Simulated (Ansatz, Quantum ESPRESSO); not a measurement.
## CeH2 (Fm-3m): zone-centre phonons

Wanted: the vibrations of CeH2 (Fm-3m) at Γ, by two programs.

Program: Quantum ESPRESSO 7.5. Level of theory: DFT PBEsol, scalar-relativistic, plane waves, PseudoDojo norm-conserving, 4f in core pseudopotentials. Results are calculated unless marked as measured.

### 1. Set-up

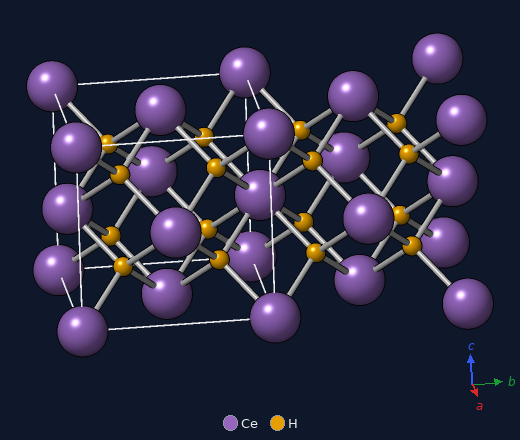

Start, viewed slightly off an axis; cerium purple, hydrogen orange. 1×2×1 cells are drawn. This picture shows the conventional cell, with its axes. Some periodic images of atoms are drawn too.

### 2. A probe with smearing

A cheap run with smearing and empty bands tells whether the crystal has a gap, which decides between fixed occupations and smearing later on.

probe.in reads:

```
&control
   calculation = 'scf'
   prefix = 'x'
   outdir = './tmp'
   pseudo_dir = './pseudo'
   tprnfor = .true.
   tstress = .true.
   verbosity = 'high'
/
&system
   ibrav = 2
   celldm(1) = 10.56356904
   nat = 3
   ntyp = 2
   ecutwfc = 64.0
   input_dft = 'pbesol'
   occupations = 'smearing'
   smearing = 'gaussian'
   degauss = 0.01
/
&electrons
   conv_thr = 1.0d-07
   mixing_beta = 0.7
   electron_maxstep = 100
/
ATOMIC_SPECIES
 Ce    140.1160  Ce.upf
 H       1.0080  H.upf
ATOMIC_POSITIONS crystal
 Ce     0.000000000   0.000000000   0.000000000
 H      0.750000000   0.750000000   0.750000000
 H      0.250000000   0.250000000   0.250000000
K_POINTS automatic
 6 6 6 0 0 0
```

On the command line:

```sh
$ OMP_NUM_THREADS=1 mpirun -n 4 pw.x -nk 4 -in probe.in > probe.out
```

Output:

```text
[banners, grids, parts of the stress and lines that vanish by symmetry left out]
Program PWSCF v.7.5
     IMPORTANT: XC functional enforced from input :
     Exchange-correlation= PBESOL
                           (   1   4  10   8   0   0   0)
[...]
kinetic-energy cutoff     =      64.0000  Ry
     charge density cutoff     =     256.0000  Ry
     scf convergence threshold =      1.0E-07
[...]
Exchange-correlation= PBESOL
                           (   1   4  10   8   0   0   0)
[...]
48 Sym. Ops., with inversion, found
[...]
(     0          1          0      )
                  (     0          0          1      )
[...]
(  0.0000000  1.0000000  0.0000000 )
                  (  0.0000000  0.0000000  1.0000000 )
[...]
(     1          0         -1      )
[...]
(     0          1         -1      )
                  (     0          1          0      )
[...]
( -1.0000000  0.0000000  0.0000000 )
                  (  0.0000000  1.0000000  0.0000000 )
[...]
number of k points=    16  Gaussian smearing, width (Ry)=  0.0100
[...]
End of self-consistent calculation
[...]
the Fermi energy is     9.2596 ev
!    total energy              =     -73.77637459 Ry
[...]
convergence has been achieved in   6 iterations
[...]
atom    1 type  1   force =    -0.00000000    0.00000000    0.00000000
     atom    2 type  2   force =     0.00000000    0.00000000   -0.00000000
     atom    3 type  2   force =     0.00000000    0.00000000    0.00000000
[...]
Total force =     0.000000     Total SCF correction =     0.000000
[...]
total   stress  (Ry/bohr**3)                   (kbar)     P=       -7.48
[...]
XML data file, charge density, pseudopotentials, collected wavefunctions

   JOB DONE.
```

The job ended after 2 s (4 MPI ranks of Arm Neoverse V2, shared host).

This step gave:

| Item | Value |
| --- | --- |
| volume per atom | 14.56 Å³ |
| pressure | -0.7480 GPa |
| gap on the k-mesh | 0 eV |

No gap opens on this mesh, so smearing is kept; the start stands at -0.75 GPa.

### 3. Relaxation

The harmonic expansion starts where the forces on the atoms vanish, and stress shifts the frequencies, so cell and atoms are relaxed with tight thresholds.

relax.in reads:

```
&control
   calculation = 'vc-relax'
   prefix = 'x'
   outdir = './tmp'
   pseudo_dir = './pseudo'
   tprnfor = .true.
   tstress = .true.
   forc_conv_thr = 2.0d-05
   etot_conv_thr = 1.0d-07
   nstep = 40
/
&system
   ibrav = 2
   celldm(1) = 10.56356904
   nat = 3
   ntyp = 2
   ecutwfc = 64.0
   input_dft = 'pbesol'
   occupations = 'smearing'
   smearing = 'mv'
   degauss = 0.02
/
&electrons
   conv_thr = 1.0d-11
   mixing_beta = 0.7
   electron_maxstep = 100
/
&ions
/
&cell
   press_conv_thr = 0.1
/
ATOMIC_SPECIES
 Ce    140.1160  Ce.upf
 H       1.0080  H.upf
ATOMIC_POSITIONS crystal
 Ce     0.000000000   0.000000000   0.000000000
 H      0.750000000   0.750000000   0.750000000
 H      0.250000000   0.250000000   0.250000000
K_POINTS automatic
 10 10 10 0 0 0
```

On the command line:

```sh
$ OMP_NUM_THREADS=1 mpirun -n 4 pw.x -nk 4 -in relax.in > relax.out
```

Output:

```text
[banners, grids, parts of the stress and lines that vanish by symmetry left out]
[banner, memory and clock lines left out]
Program PWSCF v.7.5

[...]
Exchange-correlation= PBESOL
                           (   1   4  10   8   0   0   0)
[...]
kinetic-energy cutoff     =      64.0000  Ry
     charge density cutoff     =     256.0000  Ry
     scf convergence threshold =      1.0E-11
[...]
energy convergence thresh.=      1.0E-07
     force convergence thresh. =      2.0E-05
     press convergence thresh. =      1.0E-01
     Exchange-correlation= PBESOL
                           (   1   4  10   8   0   0   0)
[...]
48 Sym. Ops., with inversion, found
[...]
number of k points=    47  Marzari-Vanderbilt smearing, width (Ry)=  0.0200
[...]
End of self-consistent calculation
[...]
the Fermi energy is     9.2248 ev
!    total energy              =     -73.77568691 Ry
[...]
convergence has been achieved in   9 iterations
[...]
atom    1 type  1   force =     0.00000000    0.00000000    0.00000000
     atom    2 type  2   force =     0.00000000    0.00000000   -0.00000000
     atom    3 type  2   force =     0.00000000    0.00000000    0.00000000
     Total force =     0.000000     Total SCF correction =     0.000000
[...]
total   stress  (Ry/bohr**3)                   (kbar)     P=       -7.23
[...]
number of bfgs steps    =   0
[...]
CELL_PARAMETERS (alat= 10.56356904)
[...]
ATOMIC_POSITIONS (crystal)
Ce               0.0000000000        0.0000000000        0.0000000000
H                0.7500000000        0.7500000000        0.7500000000
H                0.2500000000        0.2500000000        0.2500000000
[...]
New effective cutoffs (rho, wfc):  256.42   64.15
[...]
End of self-consistent calculation
[...]
the Fermi energy is     9.2647 ev
!    total energy              =     -73.77573082 Ry
[...]
convergence has been achieved in   4 iterations
[...]
atom    1 type  1   force =     0.00000000    0.00000000    0.00000000
     atom    2 type  2   force =     0.00000000   -0.00000000    0.00000000
     atom    3 type  2   force =    -0.00000000    0.00000000   -0.00000000
     Total force =     0.000000     Total SCF correction =     0.000000
[...]
total   stress  (Ry/bohr**3)                   (kbar)     P=       -4.66
[...]
number of bfgs steps    =   1
[...]
CELL_PARAMETERS (alat= 10.56356904)
[...]
ATOMIC_POSITIONS (crystal)
Ce               0.0000000000        0.0000000000       -0.0000000000
[...]
New effective cutoffs (rho, wfc):  257.36   64.39
[...]
End of self-consistent calculation
[...]
the Fermi energy is     9.3247 ev
!    total energy              =     -73.77576068 Ry
[...]
convergence has been achieved in   6 iterations
[...]
atom    1 type  1   force =    -0.00000000   -0.00000000    0.00000000
     atom    2 type  2   force =     0.00000000   -0.00000000   -0.00000000
     atom    3 type  2   force =    -0.00000000   -0.00000000    0.00000000
     Total force =     0.000000     Total SCF correction =     0.000000
[...]
total   stress  (Ry/bohr**3)                   (kbar)     P=       -0.73
[...]
number of bfgs steps    =   2
[...]
CELL_PARAMETERS (alat= 10.56356904)
[...]
ATOMIC_POSITIONS (crystal)
[...]
New effective cutoffs (rho, wfc):  257.54   64.43
[...]
End of self-consistent calculation
[...]
the Fermi energy is     9.3359 ev
!    total energy              =     -73.77576142 Ry
[...]
convergence has been achieved in   5 iterations
[...]
atom    1 type  1   force =    -0.00000000   -0.00000000   -0.00000000
     atom    2 type  2   force =    -0.00000000   -0.00000000   -0.00000000
     atom    3 type  2   force =     0.00000000    0.00000000    0.00000000
     Total force =     0.000000     Total SCF correction =     0.000000
[...]
total   stress  (Ry/bohr**3)                   (kbar)     P=        0.01
[...]
number of bfgs steps    =   3
[...]
small trust_radius: resetting bfgs history
[...]
CELL_PARAMETERS (alat= 10.56356904)
[...]
ATOMIC_POSITIONS (crystal)
[...]
New effective cutoffs (rho, wfc):  257.54   64.43
[...]
End of self-consistent calculation
[...]
the Fermi energy is     9.3359 ev
!    total energy              =     -73.77576142 Ry
[...]
convergence has been achieved in   2 iterations
[...]
atom    1 type  1   force =     0.00000000    0.00000000   -0.00000000
     atom    2 type  2   force =     0.00000000   -0.00000000    0.00000000
     atom    3 type  2   force =     0.00000000    0.00000000   -0.00000000
     Total force =     0.000000     Total SCF correction =     0.000000
[...]
total   stress  (Ry/bohr**3)                   (kbar)     P=        0.00
[...]
bfgs converged in   5 scf cycles and   4 bfgs steps
[...]
End of BFGS Geometry Optimization
     Final enthalpy           =     -73.7757614227 Ry
     File ./tmp/x.bfgs deleted, as requested
[...]
CELL_PARAMETERS (alat= 10.56356904)
[...]
ATOMIC_POSITIONS (crystal)
[...]
H                0.7500000000        0.7500000000        0.7500000000
H                0.2500000000        0.2500000000        0.2500000000
[...]
Final scf calculation at the relaxed structure.
[...]
kinetic-energy cutoff     =      64.0000  Ry
     charge density cutoff     =     256.0000  Ry
     scf convergence threshold =      1.0E-13
[...]
press convergence thresh. =      1.0E-01
     Exchange-correlation= PBESOL
                           (   1   4  10   8   0   0   0)
[...]
48 Sym. Ops., with inversion, found
[...]
number of k points=    47  Marzari-Vanderbilt smearing, width (Ry)=  0.0200
[...]
End of self-consistent calculation
[...]
the Fermi energy is     9.3359 ev
!    total energy              =     -73.77574904 Ry
[...]
convergence has been achieved in  11 iterations
[...]
atom    1 type  1   force =     0.00000000    0.00000000   -0.00000000
     atom    2 type  2   force =     0.00000000    0.00000000   -0.00000000
     atom    3 type  2   force =    -0.00000000    0.00000000    0.00000000
     Total force =     0.000000     Total SCF correction =     0.000000
[...]
total   stress  (Ry/bohr**3)                   (kbar)     P=       -0.03
[...]
XML data file, charge density, pseudopotentials, collected wavefunctions
```

The job ended after 22 s (4 MPI ranks; 90 s of CPU time).

Relaxation path:

```
step  energy less that of the first step (eV)  largest force (eV/Å)  pressure (GPa)  volume (Å³)
   1                                   0.0000                0.0000           -0.72        43.67
   2                                  -0.0006                0.0000           -0.47        43.51
   3                                  -0.0010                0.0000           -0.07        43.27
   4                                  -0.0010                0.0000            0.00        43.22
   5                                  -0.0010                0.0000            0.00        43.22
   6                                  -0.0008                0.0000            0.00        43.22
```

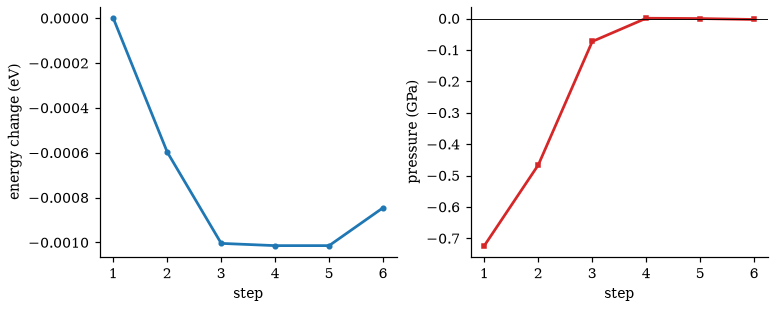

Energy and pressure along the relaxation.

```
conventional cell, symmetrised  before  after  change
                         a (Å)   5.590  5.571  -0.3 %
                         b (Å)   5.590  5.571  -0.3 %
                         c (Å)   5.590  5.571  -0.3 %
              volume (Å³/atom)   14.56  14.41  -1.0 %
```

The relaxed structure:

```
Ce H
1.0
    -2.78546    0.00000    2.78546
     0.00000    2.78546    2.78546
    -2.78546    2.78546    0.00000
Ce H
1 2
Direct
  0.00000 0.00000 0.00000
  0.75000 0.75000 0.75000
  0.25000 0.25000 0.25000
```

The last row of the table of steps is pw.x's closing run on a basis chosen anew for the final cell, so its energy can jump.

Numbers from this step:

- volume per atom: 14.41 Å³
- pressure: -0.003000 GPa

The volume changes by -1.0 % from the cell with which this run began.

### 4. Ground state

Perturbation theory inherits every error of the wavefunctions, so the threshold is set near the limit of the arithmetic. Smearing stays on, as the first look found no gap above 0.3 eV.

scf.in reads:

```
&control
   calculation = 'scf'
   prefix = 'x'
   outdir = './tmp'
   pseudo_dir = './pseudo'
   tprnfor = .true.
   tstress = .true.
/
&system
   ibrav = 2
   celldm(1) = 10.52751165
   nat = 3
   ntyp = 2
   ecutwfc = 64.0
   input_dft = 'pbesol'
   occupations = 'smearing'
   smearing = 'mv'
   degauss = 0.02
/
&electrons
   conv_thr = 1.0d-12
   mixing_beta = 0.7
   electron_maxstep = 100
/
ATOMIC_SPECIES
 Ce    140.1160  Ce.upf
 H       1.0080  H.upf
ATOMIC_POSITIONS crystal
 Ce     0.000000000   0.000000000   0.000000000
 H      0.750000000   0.750000000   0.750000000
 H      0.250000000   0.250000000   0.250000000
K_POINTS automatic
 12 12 12 0 0 0
```

On the command line:

```sh
$ OMP_NUM_THREADS=1 mpirun -n 4 pw.x -nk 4 -in scf.in > scf.out
```

Output:

```text
[banners, grids, parts of the stress and lines that vanish by symmetry left out]
[banner, memory and clock lines left out]
Program PWSCF v.7.5

[...]
Exchange-correlation= PBESOL
                           (   1   4  10   8   0   0   0)
[...]
kinetic-energy cutoff     =      64.0000  Ry
     charge density cutoff     =     256.0000  Ry
     scf convergence threshold =      1.0E-12
[...]
Exchange-correlation= PBESOL
                           (   1   4  10   8   0   0   0)
[...]
48 Sym. Ops., with inversion, found
[...]
number of k points=    72  Marzari-Vanderbilt smearing, width (Ry)=  0.0200
[...]
End of self-consistent calculation
[...]
the Fermi energy is     9.3266 ev
!    total energy              =     -73.77575869 Ry
[...]
convergence has been achieved in  10 iterations
[...]
atom    1 type  1   force =    -0.00000000   -0.00000000    0.00000000
     atom    2 type  2   force =     0.00000000   -0.00000000    0.00000000
     atom    3 type  2   force =    -0.00000000    0.00000000   -0.00000000
     Total force =     0.000000     Total SCF correction =     0.000000
[...]
total   stress  (Ry/bohr**3)                   (kbar)     P=       -0.08
[...]
XML data file, charge density, pseudopotentials, collected wavefunctions
```

Wall time 8.3 s (4 MPI ranks); 33 s of CPU time.

This step gave:

```yaml
pressure: -0.008 GPa
```

The cell stands at -0.008 GPa, close enough for phonons.

(Part 1 of 3 ends here.)

[Host names and launcher messages were left out of these logs when they were recorded.]

[Logs are printed without paths, hosts, clocks, repeated set-up lines and the standing remarks that a program may print on its own settings, such as how far it seeks lower states.]

[Hosts, paths, dates, database ids (printed as entryN), source tags and the programs' standing remarks are cut or masked in the printed files.]
